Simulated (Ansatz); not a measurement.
Effect of Yb on a Hf site, symmetric start on HfO2

The parent structure is a 9-atom supercell of HfO2 in the fluorite structure (space group Fm-3m, No. 225; a = 5.044 Å) at its relaxed geometry.

Perturbation: a neutral Yb on a Hf site, symmetric start, atoms relaxed at fixed cell.

The values are results of PBEsol, PAW, 420 eV (Ansatz, a first-principles code; scalar-relativistic without spin-orbit coupling), not measurements. Γ-centred 8×8×8 mesh, Fermi–Dirac width 0.01 eV.

| quantity | base | changed | shift |
|---|---|---|---|
| pressure | 0.0 GPa | 9.0 GPa | +9.0 GPa |
| energy gained by relaxation | – | 0.22 eV | – |
| largest displacement of a host atom from its site in the perfect cell | – | 0.11 Å | – |

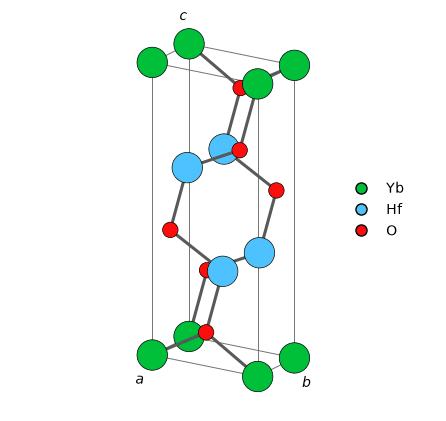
Figure: The relaxed cell after the change

Other magnetic orders, which the real material may have, were not ruled out. The state of the 4f shell was not checked for lower solutions. The cell is small, so the values are those of an ordered compound at a high defect concentration; dilute-limit values will differ. The mesh was chosen for an insulator and is coarse for the gapless case. The defect started on the symmetric site and kept its symmetry, so it may sit on a saddle. No Hubbard U is applied, and correlation can decide whether such a compound is a metal. The defect cell is spin-polarised and ends with 1.3 μB, a fractional moment that hangs on the mesh and smearing. This is not the structure that HfO2 has at room temperature and ambient pressure.
